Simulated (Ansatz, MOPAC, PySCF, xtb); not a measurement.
N2 (SMILES N#N) and CH3F (SMILES CF) are pulled apart as rigid monomers along the line of their centres of mass, from the B3LYP-D3(BJ)/def2-TZVP minimum. Starting geometry (charge 0, multiplicity 1):
```xyz
7

N     -0.4320     0.0213    -0.0446
N      0.4995     0.0534    -0.6109
C     -0.3888    -0.5735     3.4298
F      0.8284    -0.5472     2.7574
H     -1.1885    -0.3894     2.7120
H     -0.5134    -1.5545     3.8900
H     -0.3827     0.2032     4.1955
```

Interaction energies with rigid monomers; basis-set methods are counterpoise corrected unless marked otherwise.

Cores are frozen in the correlated methods. The state reached by PM6 isn't checked.

Codes used: Ansatz (a quantum-chemistry and plane-wave program); MOPAC for PM6 (differences of heats of formation); PySCF for the dispersion terms; xtb for the GFN methods. Each number belongs to the level named beside it.

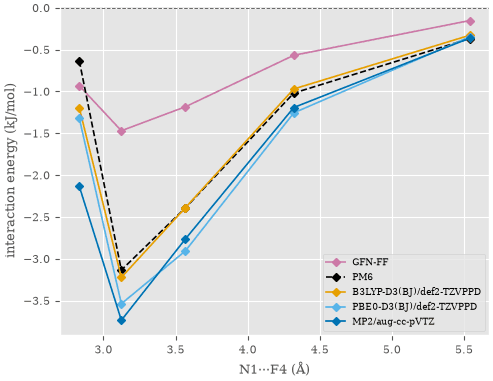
Fig. 1. Interaction energy against separation

**Question.** Which level binds most strongly at N1···F4 = 3.12, and by how much?

**Answer.** MP2/aug-cc-pVTZ, -4 kJ/mol.
